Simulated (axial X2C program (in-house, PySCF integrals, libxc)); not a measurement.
# All-electron X2C curves of HfSi⁺, part 2 of 2

Computed with an in-house X2C program for linear molecules on PySCF integrals; all-electron X2C, Hf dyall-cv3z, Si dyall-v3z. The steps go on from the part before.

## (9) PBE0, 2c

State followed: Ω = 3/2 (excess of +ω over −ω: ω = 3/2). The scan is laid around 2.505 Å, a first estimate of the minimum, and this SCF restarts from the orbitals of the search.

The SCF at the reference distance of 2.505 Å:

```text
two-component X2C + atomic mean field  PBE0
basis functions 231  fitting functions 1213  grid points 5082
iter        total energy     max residual
   1     -15366.053229850     6.22e-06
   2     -15366.053229853     9.51e-06
   3     -15366.053229856     3.40e-06
   4     -15366.053229858     2.57e-06
converged
one-electron -21486.22757247  Coulomb 6253.21388765  exact exchange -81.94161353  xc functional -251.28868911  nuclear repulsion 212.93837469  atomic mean-field constant -12.74761709
```

Along the bond, energies from the lowest point:

```tsv
R (Å)	E (eV)	μ (D)	HOMO (eV)	LUMO (eV)	iterations
2.179	0.8009	-0.75	-11.23	-9.17	91
2.280	0.3609	-0.65	-10.94	-8.83	15
2.355	0.1420	-0.53	-10.96	-8.72	16
2.430	0.0293	-0.39	-10.97	-8.66	15
2.505	0.0000	-0.23	-10.98	-8.62	4
2.593	0.0457	-0.02	-10.98	-8.58	15
2.680	0.1545	0.21	-10.98	-8.55	15
2.793	0.3562	0.53	-10.94	-8.52	16
2.931	0.6562	0.95	-10.74	-8.49	16
3.131	1.1221	1.55	-10.52	-8.45	21
```

Dipoles are positive if Si is the positive end and refer to the centre of mass.

Outer spinors at the reference distance:

```
   ω  occupied  ε (eV)              atomic character     λ mixture
-5/2       yes  -28.77                     100% Hf f  89% φ, 11% δ
 5/2       yes  -28.76                     100% Hf f  87% φ, 13% δ
-3/2       yes  -28.57                     100% Hf f  77% δ, 23% π
 3/2       yes  -28.54                     100% Hf f  71% δ, 29% π
-1/2       yes  -28.46                     100% Hf f  63% π, 37% σ
 1/2       yes  -28.44                     100% Hf f  53% π, 47% σ
 7/2       yes  -27.15                     100% Hf f        100% φ
-7/2       yes  -27.11                     100% Hf f        100% φ
 5/2       yes  -26.99                     100% Hf f  87% δ, 13% φ
-5/2       yes  -26.90                     100% Hf f  89% δ, 11% φ
 3/2       yes  -26.86                     100% Hf f  71% π, 29% δ
-3/2       yes  -26.77                     100% Hf f  77% π, 23% δ
 1/2       yes  -26.77                     100% Hf f  53% σ, 47% π
-1/2       yes  -26.74                     100% Hf f  63% σ, 37% π
 1/2       yes  -18.33  59% Si s, 12% Hf d, 11% Hf p        100% σ
-1/2       yes  -16.70  62% Si s, 12% Hf d, 11% Hf s        100% σ
 1/2       yes  -12.00   46% Si p, 38% Hf s, 8% Si s        100% σ
-1/2       yes  -11.63   52% Hf d, 36% Si p, 5% Hf p   99% π, 1% σ
 3/2       yes  -11.51   50% Hf d, 38% Si p, 5% Hf p        100% π
 1/2       yes  -11.16  61% Hf d, 22% Hf s, 11% Si p   97% σ, 3% π
-1/2       yes  -10.98   44% Si p, 40% Hf s, 5% Si s        100% σ
-3/2        no   -8.62             95% Hf d, 3% Si p  88% δ, 12% π
 1/2        no   -8.36   52% Hf d, 39% Si p, 4% Hf p   97% π, 3% σ
-3/2        no   -8.25   55% Hf d, 37% Si p, 3% Hf p  89% π, 11% δ
 5/2        no   -8.23                      99% Hf d        100% δ
```

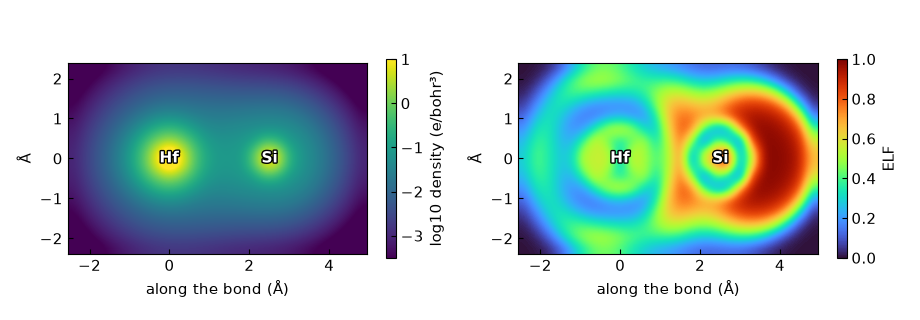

PBE0 fields in a plane through the axis, from a grid of 0.3 Å; Hf lies at z = 0 and Si at z = 2.505 Å; the ELF is damped to zero where the density is low.

Re = 2.498 Å, ωe = 360 cm⁻¹, Be = 0.1116 cm⁻¹, De = 2.78 eV, μ = -0.25 D.

## (10) HF, 2c

Output at 2.505 Å:

```text
two-component X2C + atomic mean field  HF
basis functions 231  fitting functions 1213  grid points 5082
iter        total energy     max residual
   1     -15360.589381332     8.44e-01
   2     -15360.636983686     3.29e-02
   3     -15360.637074265     4.27e-02
   4     -15360.643337122     2.27e-03
   5     -15360.644190833     2.44e-03
   6     -15360.644890149     2.24e-03
   7     -15360.645586024     2.35e-03
   8     -15360.646495775     2.43e-03
   9     -15360.647104592     2.43e-03
  10     -15360.648551642     2.37e-03
  11     -15360.651718698     1.34e-03
  12     -15360.651067241     1.96e-03
  13     -15360.652563872     6.56e-04
  14     -15360.652755683     6.36e-04
  15     -15360.652525425     1.25e-03
  16     -15360.652702416     1.18e-03
  17     -15360.652811711     9.51e-04
  18     -15360.652912149     7.62e-04
  19     -15360.653054065     2.87e-04
  20     -15360.653073613     3.64e-04
  21     -15360.653109754     2.00e-04
  22     -15360.653120158     1.68e-04
  23     -15360.653128974     2.96e-04
  24     -15360.653130246     2.81e-04
  25     -15360.653141394     3.54e-04
  26     -15360.653142241     3.80e-04
  27     -15360.653143543     2.36e-04
  28     -15360.653145868     1.92e-04
  29     -15360.653147396     2.40e-04
  30     -15360.653148500     1.28e-04
  31     -15360.653148940     9.68e-05
  32     -15360.653149113     5.59e-05
  33     -15360.653149194     3.41e-05
  34     -15360.653149249     2.37e-05
  35     -15360.653149285     2.76e-05
  36     -15360.653149318     2.61e-05
  37     -15360.653149358     2.69e-05
  38     -15360.653149396     2.41e-05
  39     -15360.653149417     1.06e-05
  40     -15360.653149424     6.53e-06
  41     -15360.653149426     5.19e-06
  42     -15360.653149428     4.20e-06
  43     -15360.653149429     1.89e-06
converged
one-electron -21485.92844391  Coulomb 6253.11535893  exact exchange -328.03082205  xc functional 0.00000000  nuclear repulsion 212.93837469  atomic mean-field constant -12.74761709
```

No constants are quoted: the dipole of the solution doesn't run smoothly along the scan, a sign that its character may change, so the fit is set aside.

## (11) B3LYP, 2c

Output at 2.505 Å:

```text
two-component X2C + atomic mean field  B3LYP
basis functions 231  fitting functions 1213  grid points 5082
iter        total energy     max residual
   1     -15366.738428614     1.47e-01
   2     -15366.740087852     6.23e-03
   3     -15366.738688869     1.22e-02
   4     -15366.740429508     2.40e-03
   5     -15366.740354549     2.92e-03
   6     -15366.740615288     2.29e-04
   7     -15366.740623905     2.52e-04
   8     -15366.740631886     7.82e-05
   9     -15366.740634228     5.54e-05
  10     -15366.740635132     2.70e-05
  11     -15366.740635336     1.26e-05
  12     -15366.740635366     7.22e-06
  13     -15366.740635376     2.11e-06
  14     -15366.740635377     3.45e-07
converged
one-electron -21485.75023883  Coulomb 6252.71224537  exact exchange -65.54496927  xc functional -268.34843025  nuclear repulsion 212.93837469  atomic mean-field constant -12.74761709
```

Re = 2.525 Å, ωe = 338 cm⁻¹, Be = 0.1092 cm⁻¹, De = 2.65 eV, μ = 0.30 D.

## (12) MP2 and beyond, 2c

Correlated methods: 7 electrons correlated (frozen shells, counted by type: Hf 5 s, 4 p, 2 d, 1 f; Si 2 s, 1 p), 289 virtual spinors in MP2, 90 natural virtuals in coupled cluster.

Output of the correlated part at 2.505 Å:

```text
correlated 7  virtual 289  natural virtual 90  E(MP2) -0.118999805  MP2 remainder -0.003496014
iter   CCSD correlation   residual
   1     -0.131611648   1.47e-01
   2     -0.140553200   8.21e-02
   3     -0.143873455   4.98e-02
   4     -0.146605289   3.35e-02
   5     -0.147560967   1.73e-02
   6     -0.147996911   9.27e-03
   7     -0.148154429   5.21e-03
   8     -0.148167088   2.93e-03
   9     -0.148192471   1.71e-03
  10     -0.148195634   9.24e-04
  11     -0.148205592   4.97e-04
  12     -0.148206134   2.82e-04
  13     -0.148209499   1.69e-04
  14     -0.148211849   9.58e-05
  15     -0.148214143   5.70e-05
  16     -0.148215033   3.22e-05
  17     -0.148215236   1.99e-05
  18     -0.148215388   1.36e-05
  19     -0.148215488   8.43e-06
  20     -0.148215647   5.02e-06
  21     -0.148215705   2.98e-06
  22     -0.148215760   1.86e-06
  23     -0.148215768   9.05e-07
(T) -0.010935593  T1 0.1279  D1 0.2772  max T2 0.083
```

MP2: No constants are quoted: the dipole of the HF reference doesn't run smoothly along the scan, a sign that its character may change, so the fit is set aside.

CCSD: No constants are quoted: the dipole of the HF reference doesn't run smoothly along the scan, a sign that its character may change, so the fit is set aside.

CCSD(T): No constants are quoted: the dipole of the HF reference doesn't run smoothly along the scan, a sign that its character may change, so the fit is set aside.

## (13) A higher determinant, 2c

State: Ω = 1/2 (excess of +ω over −ω: 2 × ω = -1/2, ω = 3/2).

Output at the reference distance:

```text
two-component X2C + atomic mean field  PBE0
basis functions 231  fitting functions 1213  grid points 5082
iter        total energy     max residual
   1     -15366.046191345     7.40e-06
   2     -15366.046191355     4.67e-06
   3     -15366.046191358     6.54e-06
   4     -15366.046191362     4.27e-06
   5     -15366.046191363     1.98e-06
converged
one-electron -21486.12930881  Coulomb 6253.12147074  exact exchange -81.94093855  xc functional -251.28817234  nuclear repulsion 212.93837469  atomic mean-field constant -12.74761709
```

```tsv
R (Å)	E above the lowest PBE0 point (eV)
2.179	1.143
2.280	0.591
2.355	0.355
2.430	0.230
2.505	0.192
2.593	0.229
2.680	0.332
2.793	0.528
2.931	0.821
```

Re = 2.508 Å, ωe = 361 cm⁻¹, Be = 0.1107 cm⁻¹, μ = -0.43 D. Te = 0.19 eV. As a difference of two determinants it need not be a gap between pure terms.

## (14) The 2c curves together

Energy (eV) of the followed determinant, 2c, from each level's lowest point:

```tsv
R (Å)	PBE0	HF (dipole not smooth)	MP2 (HF's dipole not smooth)	CCSD (HF's dipole not smooth)	CCSD(T) (HF's dipole not smooth)	B3LYP
2.179	0.801	1.065	0.976	n/a	n/a	0.843
2.280	0.361	0.481	0.424	0.446	0.464	0.410
2.355	0.142	0.215	0.177	0.193	0.206	0.181
2.430	0.029	0.062	0.044	0.053	0.059	0.050
2.505	0.000	0.000	0.000	0.000	0.000	0.000
2.593	0.046	0.014	0.034	0.024	0.016	0.019
2.680	0.155	0.098	0.136	0.117	0.099	0.101
2.793	0.356	0.272	0.342	0.307	0.276	0.266
2.931	0.656	0.533	0.700	n/a	n/a	0.522
3.131	1.122	0.851	1.275	n/a	n/a	0.931
```

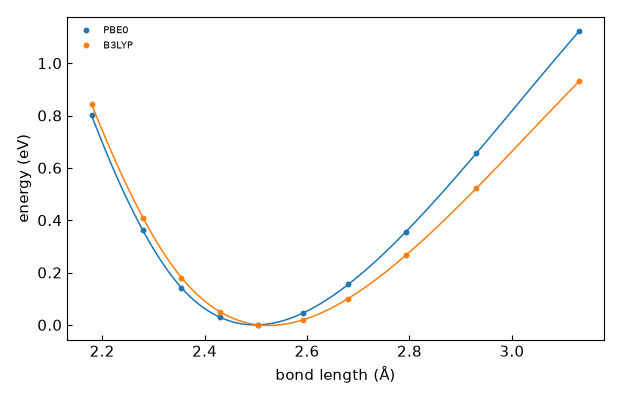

Curves of the followed state, 2c, each from its own lowest point. Left out: HF, MP2, CCSD, CCSD(T).

Time for the job: 15 min (1 thread of Intel Xeon at 2.50GHz (Skylake/Cascade Lake), shared host); peak memory 0.58 GiB.

## (15) Constants

The summary covers parts 1 to 2.

Lowest determinant that the search found at its distance, spin-free: M_S = 3/2, Λ = 0 (beyond closed shells: σα, π+α, π-α).

Lowest determinant that the search found at its distance, 2c: Ω = 3/2 (excess of +ω over −ω: ω = 3/2).

| Hamiltonian | level | Re (Å) | ωe (cm⁻¹) | De (eV) | μ (D) |
| --- | --- | --- | --- | --- | --- |
| spin-free | PBE0 | 2.501 | 362 | 2.98 | -0.24 |
| spin-free | HF | 2.527 | 361 | 1.09 | 1.01 |
| spin-free | CCSD | 2.532 | 354 | 2.30 | n/a |
| spin-free | CCSD(T) | 2.542 | 345 | 2.50 | n/a |
| spin-free | B3LYP | 2.529 | 343 | 2.86 | 0.31 |
| 2c | PBE0 | 2.498 | 360 | 2.78 | -0.25 |
| 2c | B3LYP | 2.525 | 338 | 2.65 | 0.30 |

Dipoles are positive if Si is the positive end and refer to the centre of mass. No constants: spin-free MP2 (the reference is strongly spin-contaminated); 2c HF (the dipole of the solution doesn't run smoothly along the scan, a sign that its character may change, so the fit is set aside); 2c MP2 (the dipole of the HF reference doesn't run smoothly along the scan, a sign that its character may change, so the fit is set aside); 2c CCSD (the dipole of the HF reference doesn't run smoothly along the scan, a sign that its character may change, so the fit is set aside); 2c CCSD(T) (the dipole of the HF reference doesn't run smoothly along the scan, a sign that its character may change, so the fit is set aside).

Time per point (s) on 1 thread of Intel Xeon at 2.50GHz (Skylake/Cascade Lake), shared host (2c runs); the times are rough: PBE0 6.8, B3LYP 4.8.

What this shows: At PBE0, going from spin-free to two-component changes Re by -4 mÅ, ωe by -0.5 %; the spin-free picture holds up (part of it comes from the scalar share of the two-electron terms). It costs about 2.4 times the time. De moves by -0.20 eV; both De rest on single-determinant atoms, which can miss part of an open shell's spin–orbit lowering.

De refers to Hf+ + Si, each in the lowest determinant found, which need not be this curve's own limit. The state is a single determinant with fixed occupations, the lowest that a limited PBE0 search found. De is counted from the lowest determinant-based energies of the atoms at the same level, without counterpoise correction. Density functionals use the spin component along the axis (collinear). CCSD and (T) use frozen natural virtuals with an MP2 correction for the truncation. With several unpaired electrons one determinant need not be a pure state. The spin-free determinant is spin-contaminated at some levels. With the outer-core shells frozen, correlated bond lengths of heavy atoms tend to come out a few hundredths of an ångström too long. T1 at Re is 0.082 (Lee–Taylor), above the customary mark of 0.02.
